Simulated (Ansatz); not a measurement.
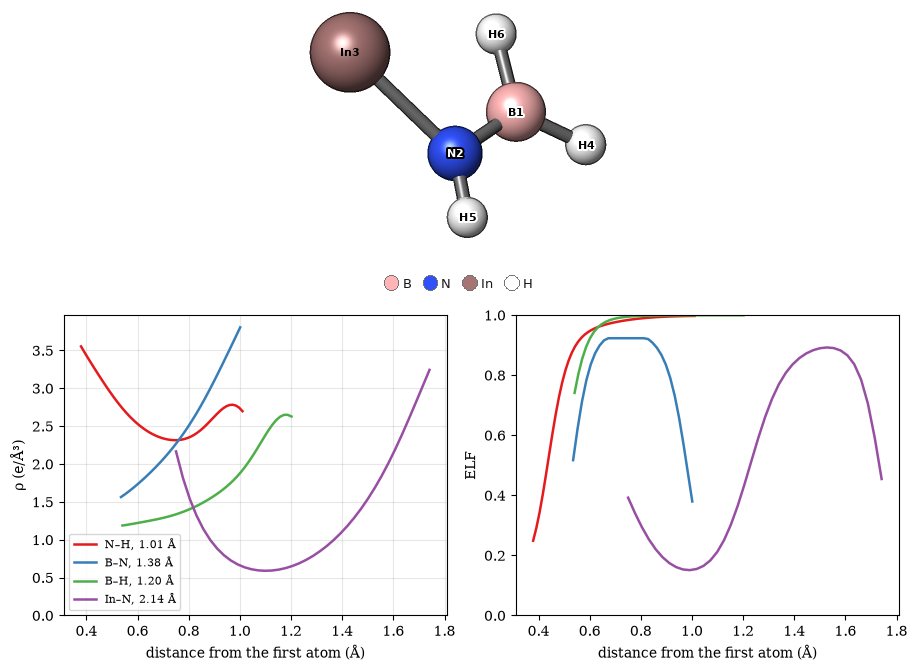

Figure 1: BH3InN. Electron density and ELF along straight lines between neighbouring atoms. The curves leave out the atomic cores. The structure is drawn too.

Geometry: PBE0-D4/def2-TZVP; core potentials replace the inner electrons of In.

Level of theory: Ansatz, RKS PBE0-D4/def2-TZVPP.

```yaml
atoms:
  - { symbol: B, position_ang: [-0.6461, 0.1759, -0.1161] }
  - { symbol: N, position_ang: [0.6771, -0.1417, -0.3495] }
  - { symbol: In, position_ang: [1.4377, -0.6024, 1.6004] }
  - { symbol: H, position_ang: [-1.4532, 0.4994, -0.9454] }
  - { symbol: H, position_ang: [1.0466, -0.1136, -1.2890] }
  - { symbol: H, position_ang: [-1.0200, 0.1183, 1.0534] }
```

**Compare the contacts.**

N–H (1.01 Å): ρ is about 2.9 e/Å³ halfway; the ELF climbs to about 1 towards the hydrogen, as it does in any bond to H; a covalent bond by its length.
B–N (1.38 Å): the density is about 2 e/Å³ at the midpoint; the ELF peaks at about 0.90 between the atoms: a polar covalent bond.
B–H (1.20 Å): ρ is about 1.2 e/Å³ halfway; the ELF climbs to about 1 towards the hydrogen (a covalent bond by its length).
In–N (2.14 Å): ρ at the midpoint is about 0.6 e/Å³; the ELF peaks at about 0.90 in the valence shell of N, 0.6 Å from its nucleus, and drops to about 0.15 between the two atoms.
